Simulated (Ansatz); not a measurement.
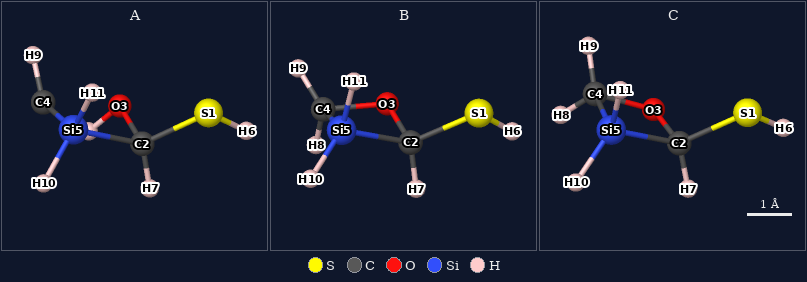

3 geometries from a converged minimum-energy path of C₂H₆OSSi, shuffled. The picture is a ball-and-stick view, seen from a free direction.

Level of theory: Ansatz 0.2.0, UKS PBE/6-31G*. Set-up: 7 movable images; climbing image; force threshold 0.05 eV/Å; iteration limit 60; starting path through a guess of the saddle point.

Which frame is the transition state?

A. In order along the path, whose images run from 0 to 8: C (image 2, +0.9 kcal/mol), B (image 4, +9.5 kcal/mol), A (image 6, +78.1 kcal/mol). A hydrogen atom shifts from one atom to another. Breaking: C4–H8 (1.10 → 1.64 at the top → 2.14 Å). Forming: O3–H8 (2.11 → 1.03 at the top → 0.98 Å).

The run took 3.8 min on 2 threads of Intel(R) Xeon(R) Platinum 8488C (Sapphire Rapids), with other jobs on the host, peak memory 0.19 GiB.
